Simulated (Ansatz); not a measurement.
Input file:

```
crystal:
  periodic: [false, false, false]
  atoms:
    - {symbol: O, position_ang: [-0.015194, 1.277590, 0.134002]}
    - {symbol: S, position_ang: [-0.497603, -0.218916, -0.295584]}
    - {symbol: H, position_ang: [0.448282, -1.098492, 0.121986]}
basis:
  gaussian: {orbitals: "def2-TZVPPD.json"}
total_charge: -1
hamiltonian: {xc: pbe0, dispersion: d4}
output: {forces: true, orbitals: {seedname: orbitals}}
```

Launched as:

```sh
ansatz run in.yaml --threads 2 --pin off --events-out ev --progress --plain --max-ram 3481MiB
```

Geometry: a frame of the PBE0-D4/def2-SVPD trajectory; the highest occupied orbital lies above zero, a sign that basis and functional describe the outermost electron poorly; not at a stationary point (largest force 1.7 eV/Å).

These are results of RKS PBE0-D4/def2-TZVPPD in Ansatz 0.2.0, not measurements.

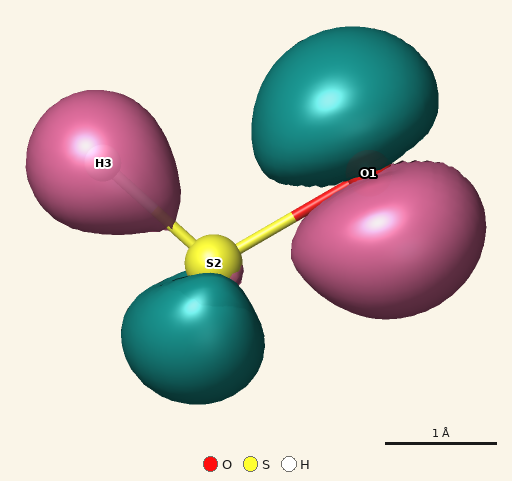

HOS (SMILES [O-]S) (charge −1). The HOMO−1 at ±0.15 Å⁻³ᐟ² (teal and pink are the two phases), seen across its widest extent.

**Describe this orbital and give its energy.**

By Hirshfeld shares it lies mainly on O1 (about 70 %), S2 (about 20 %) and H3 (about 10 %); it is symmetric in the molecular plane (an in-plane orbital: σ, lone-pair or in-plane π type). Its energy is −0.82 eV.
